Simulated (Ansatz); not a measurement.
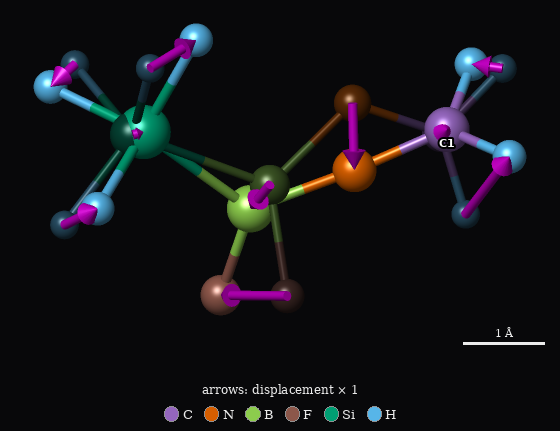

This is a relaxation of CH$_{5}$BFNSi (coarse preliminary run). The starting structure is drawn faded, the final one solid; purple arrows show the displacements, at their true length. The two geometries are superimposed by the best rigid fit.

A ball-and-stick model, seen at a tilt.

The start comes from a force field.

All numbers below come from RKS PBE-D4/def2-SVP (Ansatz).

Input
```yaml
crystal:
  periodic: [false, false, false]
  atoms:
    - {symbol: C, position_ang: [-1.167200, 1.228400, -1.464700]}
    - {symbol: N, position_ang: [-0.436700, 0.995500, -0.495900]}
    - {symbol: B, position_ang: [-0.108100, -0.417900, -0.123600]}
    - {symbol: F, position_ang: [-0.535700, -1.534400, -0.847700]}
    - {symbol: Si, position_ang: [1.117100, -0.740900, 1.370500]}
    - {symbol: H, position_ang: [-1.438300, 2.324800, -1.709900]}
    - {symbol: H, position_ang: [-1.638300, 0.495200, -2.082000]}
    - {symbol: H, position_ang: [1.348000, -2.163500, 1.557800]}
    - {symbol: H, position_ang: [0.528700, -0.147600, 2.650700]}
    - {symbol: H, position_ang: [2.413700, -0.090700, 1.147800]}
basis:
  gaussian: {orbitals: def2-SVP}
hamiltonian: {xc: pbe, dispersion: d4}
relax: {f_tol: 0.03, max_steps: 200}
```

Launched with:
```bash
ansatz run in.yaml --threads 4 --pin off --events-out ev --progress --plain --max-ram 10444MiB
```

Q: What did the optimiser do to the structure, and how much energy did it gain?

A: The energy falls by 1.026 eV in 18 accepted moves (20 points after the start). The largest force component goes from 3.1 to 0.0087 eV/Å. The line search rejected the trial steps at points 2, 19 of the run. H7 moves most after the best rigid fit: 1.49 Å. Largest moves by element: H 1.49 Å, F 1.46 Å, N 0.84 Å, B 0.62 Å, C 0.33 Å, Si 0.14 Å. Some distances before and after: N2–B3 1.498 → 1.377 Å, B3–Si5 1.959 → 2.039 Å, Si5–H8 1.453 → 1.509 Å, C1–H7 1.068 → 1.115 Å. Bond angles that change, for instance: C1–N2–B3 120.2° → 175.3°, F4–B3–Si5 117.0° → 121.2°, N2–C1–H7 125.8° → 121.9°. Groups turn about B3–Si5 by about 60°. The run took 22 s on 4 threads of Arm Neoverse V2, with other jobs on the host.
